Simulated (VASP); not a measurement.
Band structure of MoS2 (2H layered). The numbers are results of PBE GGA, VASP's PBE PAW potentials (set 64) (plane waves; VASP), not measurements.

Without a dispersion term in the relaxation, distances and binding between the weakly bound layers, chains or molecules are unreliable, and so is what depends on them.

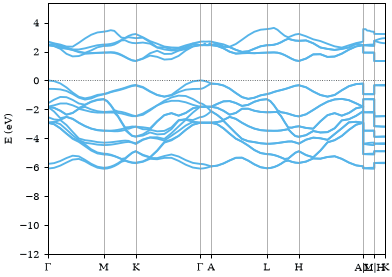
Figure: Bands along high-symmetry lines, zero at the valence-band maximum or, without a gap, the Fermi level

Task: Read the plot: is there a gap, and where are the band edges?

Result: The gap is indirect, 1.35 eV, from the valence maximum at Γ to the conduction minimum at K. (Edges off the drawn lines would not show.)

Measured: gap 1.29 eV (computed value off by +0.06 eV), as given by Wei Chen et al., Physical Review Materials (2018), doi:10.1103/physrevmaterials.2.073803.

The compound is MoS2 in the 2H layered structure. It was relaxed first, which changed the volume by +15 %.
